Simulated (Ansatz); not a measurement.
## LiHClF (R3m): refractive index against wavelength

The refractive index of LiHClF (R3m) along x below the direct gap (5.24 eV on the mesh) is read from one computed spectrum, n = √(Re ε). x, y and z are the Cartesian axes of the input cell.

The structure is trigonal, space group R3m (No. 160). The conventional cell has a = 3.707 Å, b = 3.707 Å, c = 15.730 Å, α = 90.00°, β = 90.00°, γ = 120.00°. Cl on site a is surrounded by 1 H at 1.83 Å. F on site a has 1 H at 1.00 Å as nearest neighbours. Around Li on site a lie 3 Cl at 2.39 Å and 3 F at 2.52 Å. H on site a is surrounded by 1 F at 1.00 Å.

Method: Ansatz 0.2.0, PBE, independent particles, k-mesh 10×10×10 with interpolation inside its cells, Gaussian parameter 0.15 eV.

Launch of the response step: `ansatz run input.yaml --threads 2 --pin off --max-ram 5120MiB --backend cpu --events-out ev --progress --plain --runs-dir out`. The run took 48 s, on 2 threads of Arm Neoverse V2 (shared host).

| wavelength (nm) | photon energy E (eV) | n |
| --- | --- | --- |
| 850 | 1.459 | 1.5237 |
| 700 | 1.771 | 1.5276 |
| 633 | 1.959 | ? |
| 532 | 2.331 | 1.5368 |
| 450 | 2.755 | 1.5459 |
| 405 | 3.061 | 1.5537 |
| 365 | 3.397 | 1.5638 |

In the single-oscillator model n² − 1 = E₀E_d/(E₀² − E²), so 1/(n² − 1) = E₀/E_d − E²/(E₀E_d) is linear in E².

Working, on the rows shown:

| x = E² (eV²) | y = 1/(n² − 1) |
| --- | --- |
| 2.12762 | 0.756623 |
| 3.13716 | 0.749872 |
| 5.43137 | 0.734347 |
| 7.59115 | 0.719524 |
| 9.37179 | 0.707222 |
| 11.5384 | 0.691816 |

Means: x̄ = 6.5329, ȳ = 0.72657. Σ(x − x̄)(y − ȳ) = -0.4564, Σ(x − x̄)² = 66.39. Slope = -0.4564 / 66.39 = -0.006875; intercept = ȳ − slope · x̄ = 0.77148. Turned back into n, the line misses the rows shown by at most 0.00022.

**Question.** Predict the last column of the withheld row from the fit.

**Answer.** At x = 3.8364 the line gives y = 0.74511, that is 1.5304. The run gave 1.5303, so the interpolation is off by 8.9e-05, 0.2 % of the range in the table.

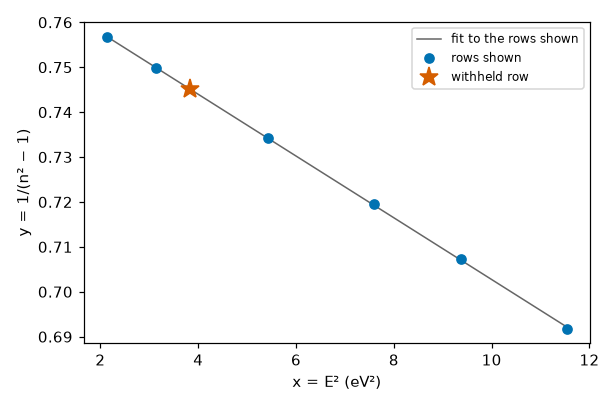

Refitted with all rows, the slope is -0.00688 and the intercept 0.77154. These give E₀ = √(intercept/−slope) = 10.59 eV and E_d = E₀/intercept = 13.7 eV; E₀ is 2.0 times the direct gap. The electronic limit at long wavelengths, without lattice vibrations, is n = √(1 + 1/intercept) = 1.515. The structure is a model and need not exist. Excitons are left out and so are local fields; PBE gaps are as a rule too small.
